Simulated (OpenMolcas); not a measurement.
Energy and gradient calculation, with input and output: CuCl

The run: energy and gradient calculation of CuCl. Method and program: MP2/aug-cc-pVTZ, RHF (OpenMolcas 26.06).

The geometry comes from this level: PBE0-D4/def2-TZVP.

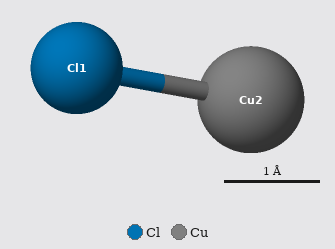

**Figure 1.** The structure as given in the input (ball-and-stick view, seen at a tilt; atoms are numbered from 1 in the order of the input). Sticks mark near contacts. Bond lengths as drawn: Cl–Cu 2.08 Å.

Key numbers

- outcome: converged
- total energy: −2099.672085 hartree
- SCF energy: −2098.543854 hartree
- MP2 energy: −2099.672085 hartree
- correlation energy: −1.128231 hartree
- basis functions: 143
- largest force: 0.408 eV/Å
- HOMO of the SCF reference: −10.60 eV
- LUMO of the SCF reference: −0.48 eV
- hardware: 1 thread of Arm Neoverse V1, 24 GiB of memory available, shared host
- wall time: 1.8 min
- peak memory: 1.4 GiB

Input file
```
&GATEWAY
 BasLib=$CurrDir
 Coord=struct.xyz
 Basis=aug-cc-pVTZ
 Group=NoSym

&SEWARD

&SCF
 PrOrbitals=0

&MBPT2
 Frozen=10
 Grdt

&ALASKA
```

File struct.xyz
```
2

Cl     0.898300    -0.345200     0.446400
Cu    -0.868800     0.285000    -0.442400
```

Launched with:
```bash
export MOLCAS_MEM=1860
pymolcas job.inp > job.log
```

Log
```
--- Start Module: gateway ---

                                              &GATEWAY

                       available to each process: 1.9 GB of memory, 1 thread

 Basis Set     1 Label: CL.AUG-CC-PVTZ
 Basis set is read from library:.
 basistype.tbl is not found

 Basis Set     2 Label: CU.AUG-CC-PVTZ
 Basis set is read from library:.
 basistype.tbl is not found

++    Symmetry information:
      ---------------------

                    Character Table for C1

                             E
                    a        1  x, y, xy, Rz, z, xz, Ry, yz, Rx, I
--

++    Basis set information:
      ----------------------

      Basis set label: CL.AUG-CC-PVTZ.........

      Electronic valence basis set:
      ------------------
      Associated Effective Charge  17.000000 au
      Associated Actual Charge     17.000000 au
      Nuclear Model: Point charge

      Shell  nPrim  nBasis  Cartesian Spherical Contaminant
         s      16       6        X
         p      10       5        X
         d       3       3                 X
         f       2       2                 X

      Basis set label: CU.AUG-CC-PVTZ.........

      Electronic valence basis set:
      ------------------
      Associated Effective Charge  29.000000 au
      Associated Actual Charge     29.000000 au
      Nuclear Model: Point charge

      Shell  nPrim  nBasis  Cartesian Spherical Contaminant
         s      21       8        X
         p      17       7        X
         d       9       5                 X
         f       3       3                 X
         g       2       2                 X
--

++    Molecular structure info:
      -------------------------

                    ************************************************
                    **** Cartesian Coordinates / bohr, angstrom ****
                    ************************************************

     Center  Label                x              y              z                     x              y              z
        1      CL1              1.697541      -0.652333       0.843574              0.898300      -0.345200       0.446400
        2      CU2             -1.641794       0.538572      -0.836015             -0.868800       0.285000      -0.442400
--

            Nuclear Potential Energy            125.66707726 au

--- Stop Module: gateway /rc=_RC_ALL_IS_WELL_ ---

--- Start Module: seward ---

                                              &SEWARD

                       available to each process: 1.9 GB of memory, 1 thread

               SEWARD will generate:
                  Multipole Moment integrals up to order  2
                  Kinetic Energy integrals
                  Nuclear Attraction integrals (point charge)
                  One-Electron Hamiltonian integrals
                  Velocity integrals
                  Orbital angular momentum around ( -0.4490   0.1132  -0.2361 )
                  Velocity quadrupole around ( -0.4490   0.1132  -0.2361 )
                  Two-Electron Repulsion integrals

                   Integrals are discarded if absolute value <: 1.00E-14
                   Integral cutoff threshold is set to       <: 1.00E-16

            Nuclear Potential Energy            125.66707726 au

      Basis set specifications :
      Symmetry species         a
      Basis functions          143

--- Stop Module: seward /rc=_RC_ALL_IS_WELL_ ---
--- Module seward spent 11 seconds ---

--- Start Module: scf ---

                                                &SCF

                       available to each process: 1.9 GB of memory, 1 thread

++    Input section:
      --------------

      Header of the integral files:

      Cartesian coordinates in angstrom:
      -----------------------------------------------------
      No.  Label        X            Y            Z
      -----------------------------------------------------
       1   CL1        0.89830000  -0.34520000   0.44640000
       2   CU2       -0.86880000   0.28500000  -0.44240000
      -----------------------------------------------------
      Nuclear repulsion energy =  125.66707726
--

++    Orbital specifications:
      -----------------------

      Symmetry species               1
                                     a
      Frozen orbitals                0
      Occupied orbitals             23
      Secondary orbitals           120
      Deleted orbitals               0
      Total number of orbitals     143
      Number of basis functions    143
--

      Molecular charge                           0.000

++    Optimization specifications:
      ----------------------------

      SCF Algorithm: Conventional
      Minimized density differences are used
      Number of density matrices in core                 5
      Maximum number of NDDO SCF iterations            400
      Maximum number of HF SCF iterations              400
      Threshold for SCF energy change             1.00E-09
      Threshold for density matrix                1.00E-04
      Threshold for Fock matrix                   1.50E-04
      Threshold for linear dependence             1.00E-09
      Threshold at which DIIS is turned on        1.50E-01
      Maximum depth in the DIIS procedure                5
      Maximum depth in the BFGS Hessian update          30
      Threshold at which QNR/C2DIIS is turned on  7.50E-02
      Threshold for Norm(delta) (QNR/C2DIIS)      1.00E-03
      All orbitals punched on: SCFORB
--

      Input vectors read from INPORB
      Orbital file label: *Guess orbitals

++ Convergence information
                                   SCF        iterations: Energy and convergence statistics

Iter     Tot. SCF        One-elec.       Two-elec.     Energy      Max Dij or  Max Fij      DNorm      TNorm      AccCon     Time
         Energy          Energy          Energy        Change      Delta Norm                                                in Sec.

 The total and one-electron energies are shifted by a value of      2000. a.u.

   1   -98.434720332 -1183.148894252   959.047096658   0.00E+00    1.30E-01*   5.30E-01*    9.72E+00   3.65E+02   None         1.
   2   -98.488078389 -1168.440994397   944.285838747  -5.34E-02*   8.24E-02*   9.01E-02*    2.08E+00   3.62E+02   EDIIS        1.
   3   -98.503844934 -1183.716800010   959.545877814  -1.58E-02*   4.76E-02*   4.06E-02*    8.10E-01   3.65E+02   c2DIIS       1.
   4   -98.543214836 -1176.655572796   952.445280698  -3.94E-02*   1.71E-02*   4.34E-03*    1.81E-01   3.64E+02   QNRc2DIIS    1.
   5   -98.543670127 -1176.882623677   952.671876289  -4.55E-04*   1.30E-02*   2.74E-03*    7.23E-02   3.64E+02   QNRc2DIIS    1.
   6   -98.543808767 -1176.479231407   952.268345379  -1.39E-04*   4.45E-03*   2.44E-03*    1.85E-02   3.64E+02   QNRc2DIIS    1.
   7   -98.543847630 -1176.719237078   952.508312187  -3.89E-05*   1.59E-03*   4.91E-04*    4.72E-03   3.64E+02   QNRc2DIIS    1.
   8   -98.543852700 -1176.675626496   952.464696534  -5.07E-06*   1.23E-03*   1.51E-04*    2.54E-03   3.64E+02   QNRc2DIIS    1.
   9   -98.543853720 -1176.671007433   952.460076452  -1.02E-06*   5.53E-04    5.40E-05     1.96E-03   3.64E+02   QNRc2DIIS    1.
  10   -98.543853853 -1176.669331325   952.458400211  -1.34E-07*   9.92E-05    2.75E-05     1.41E-03   3.64E+02   QNRc2DIIS    1.
  11   -98.543853865 -1176.670839560   952.459908434  -1.18E-08*   2.38E-05    6.02E-06     3.27E-04   3.64E+02   QNRc2DIIS    1.
  12   -98.543853866 -1176.670586253   952.459655126  -1.05E-09*   9.49E-06    1.94E-06     7.19E-05   3.64E+02   QNRc2DIIS    1.
  13   -98.543853866 -1176.670535431   952.459604304  -1.08E-10    1.87E-06    6.46E-07     3.81E-05   3.64E+02   QNRc2DIIS    1.

       Convergence after  13 Iterations
--

 *****************************************************************************************************************************
 *                                             SCF/KS-DFT Program, Final results                                             *
 *                                                       Final Results                                                       *
 *****************************************************************************************************************************

::    Total SCF energy                              -2098.5438538662
      One-electron energy                           -3176.6705354315
      Two-electron energy                             952.4596043041
      Nuclear repulsion energy                        125.6670772612
      Kinetic energy (interpolated)                  2098.5968113875
      Virial theorem                                    0.9999747653
      Total spin, S(S+1)                                0.0000000000
      Total spin, S                                     0.0000000000
      Max non-diagonal density matrix element           0.0000014721
      Max non-diagonal Fock matrix element              0.0000001851

      No orbitals printed

++    Molecular charges:
      ------------------

      Mulliken charges per centre
      ---------------------------

                CL1     CU2
      Total   17.6979 28.3021

      N-E     -0.6979  0.6979

      Total electronic charge=   46.000000

      Total            charge=   -0.000000
--

++    Molecular properties:
      ---------------------

      Charge (e):
                      =   -0.0000
      Dipole Moment (debye):
      Origin of the operator (angstrom)=   -0.2376    0.0599   -0.1249
                   X= -5.4722E+00               Y=  1.9515E+00               Z= -2.7524E+00           Total=  6.4288E+00
      Quadrupole Moment (debye*angstrom):
      Origin of the operator (angstrom)=   -0.2376    0.0599   -0.1249
                  XX= -2.4800E+01              XY= -3.4774E-02              XZ=  4.9043E-02              YY= -2.4886E+01
                  YZ= -1.7490E-02              ZZ= -2.4873E+01
      In traceless form (debye*angstrom)
                  XX=  7.8972E-02              XY= -5.2161E-02              XZ=  7.3564E-02              YY= -4.8686E-02
                  YZ= -2.6235E-02              ZZ= -3.0287E-02
--

--- Stop Module: scf /rc=_RC_ALL_IS_WELL_ ---
--- Module scf spent 19 seconds ---

--- Start Module: mbpt2 ---

                                               &MBPT2

                       available to each process: 1.9 GB of memory, 1 thread

WARNING!
Default frozen orbitals as non valence orbitals is overwritten by user input.
Default values:  11

      Cartesian coordinates in angstrom:
      -----------------------------------------------------
      No.  Label        X            Y            Z
      -----------------------------------------------------
       1   CL1        0.89830000  -0.34520000   0.44640000
       2   CU2       -0.86880000   0.28500000  -0.44240000
      -----------------------------------------------------
      Nuclear repulsion energy =  125.66707726

      Contents of RUNFILE file:
      -------------------------

      Symmetry species                           1
                                                 a
      Number of basis functions                143
      Frozen occupied orbitals                  10
      Active occupied orbitals                  13
      Active external orbitals                 120
      Deleted external orbitals                  0

      Reference numbers of frozen occupied orbitals according to the original input sequence
      symmetry species 1                        1  2  3  4  5  6  7  8  9 10

      Energies of the active occupied orbitals

      symmetry species 1                    -5.061065     -3.376762     -3.373342     -3.373342     -0.999002
                                            -0.550569     -0.550569     -0.549003     -0.540621     -0.540621
                                            -0.408519     -0.389513     -0.389513

      Energies of the active external orbitals

      symmetry species 1                    -0.017714      0.026863      0.026863      0.037634      0.045726
                                             0.099419      0.099419      0.132785      0.149910      0.160854
                                             0.160854      0.188649      0.188649      0.210824      0.241983
                                             0.241983      0.253105      0.321873      0.321873      0.340258
                                             0.422224      0.422224      0.460897      0.517736      0.517736
                                             0.528681      0.713478      0.713478      0.730025      0.730025
                                             0.793288      0.793288      0.806389      0.881354      0.987746
                                             0.992237      1.012130      1.012130      1.056038      1.056038
                                             1.185128      1.185128      1.237121      1.237121      1.241525
                                             1.241525      1.309067      1.402226      1.470911      1.470911
                                             1.657442      1.657442      1.818471      1.818471      1.924178
                                             2.101183      2.101183      2.237169      2.497664      2.497664
                                             2.524490      2.524490      2.545877      2.611256      2.611256
                                             2.725156      2.725156      2.827747      2.869921      2.869921
                                             3.132315      3.132315      3.164870      3.164870      3.222961
                                             3.260986      3.260986      3.661995      4.422264      4.783297
                                             4.783297      4.816969      4.816969      4.840805      4.840805
                                             5.014196      5.014196      5.021480      5.458564      6.391917
                                             6.514936      6.514936      6.515864      6.515864      6.526236
                                             6.526236      6.592633      6.592633      6.775489      8.705396
                                             8.705396      8.770989      8.770989      9.247664     14.908323
                                            14.908323     14.937993     14.937993     15.030187     15.030187
                                            15.086887     17.358430     17.358430     17.359364     17.359364
                                            17.366193     17.366193     17.396496     17.396496     17.450370

      ********************************************************************************************************
      *                                               Results                                                *
      ********************************************************************************************************

 Conventional algorithm used...

       SCF energy                           =    -2098.5438538662 a.u.
       Second-order correlation energy      =       -1.1282307145 a.u.

       Total energy                         =    -2099.6720845806 a.u.
       Reference weight ( Cref**2 )         =        0.83157

::    Total MBPT2 energy                            -2099.6720845806

++    Molecular properties:
      ---------------------

      Charge (e):
                      =   -0.0000
      Dipole Moment (debye):
      Origin of the operator (angstrom)=   -0.2376    0.0599   -0.1249
                   X= -4.5576E+00               Y=  1.6254E+00               Z= -2.2923E+00           Total=  5.3543E+00
      Quadrupole Moment (debye*angstrom):
      Origin of the operator (angstrom)=   -0.2376    0.0599   -0.1249
                  XX= -2.4774E+01              XY= -4.6114E-01              XZ=  6.5036E-01              YY= -2.5902E+01
                  YZ= -2.3194E-01              ZZ= -2.5740E+01
      In traceless form (debye*angstrom)
                  XX=  1.0473E+00              XY= -6.9170E-01              XZ=  9.7554E-01              YY= -6.4562E-01
                  YZ= -3.4791E-01              ZZ= -4.0163E-01
--

       Zeroth-order energy (E0)             =    -1146.0842495620 a.u.

       Shanks-type energy S1(E)             =    -2099.6734226050 a.u.

       Data processing and timing information:

       Section                                              time(sec)
                                                          CPU  Elapsed

      Input data processing                              0.03      0.04
      Transformation of integrals                       26.70     30.84
      MBPT2 calculations (BJAI)                         19.49     22.86
      Total MBPT2 calculations                          46.22     53.74

--- Stop Module: mbpt2 /rc=_RC_ALL_IS_WELL_ ---
--- Module mbpt2 spent 53 seconds ---

--- Start Module: alaska ---

                                              &ALASKA

                       available to each process: 1.9 GB of memory, 1 thread

                     Threshold for contributions to the gradient: 1.000E-07

                    ********************************************
                    * Symmetry Adapted Cartesian Displacements *
                    ********************************************

           Irreducible representation : a
           Basis function(s) of irrep: x, y, xy, Rz, z, xz, Ry, yz, Rx, I

 Basis Label        Type   Center Phase
   1   CL1          x         1     1
   2   CL1          y         1     1
   3   CL1          z         1     1
   4   CU2          x         2     1
   5   CU2          y         2     1
   6   CU2          z         2     1

                     No automatic utilization of translational and rotational invariance of the energy is employed.

 Conventional ERI gradients!

 **************************************************
 *              Molecular gradients               *
 **************************************************

  Irreducible representation: a
 ------------------------------------------------------------------------------------------
                              X                       Y                       Z
 ------------------------------------------------------------------------------------------
  CL1               6.75142631983050E-03   -2.40775782794600E-03    3.39577143751235E-03
  CU2              -6.75142631979497E-03    2.40775782795666E-03   -3.39577143751235E-03
 ------------------------------------------------------------------------------------------

--- Stop Module: alaska /rc=_RC_ALL_IS_WELL_ ---
--- Module alaska spent 20 seconds ---

.##################.
.# Happy landing! #.
.##################.

    Timing: Wall=105.70 User=89.78 System=15.83
```

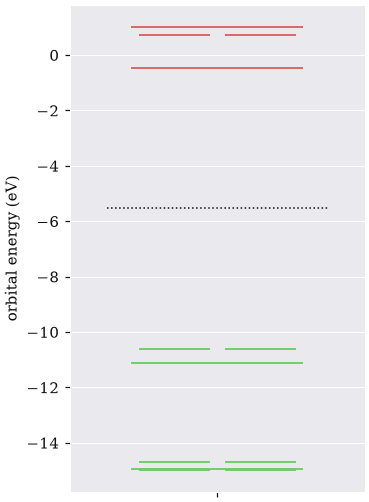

**Figure 2.** Orbital energies near the frontier (SCF reference); the dotted line parts filled from empty levels, and levels within 0.02 eV of each other stand side by side. Highest filled −10.60 eV, lowest empty −0.48 eV, 10.12 eV apart.
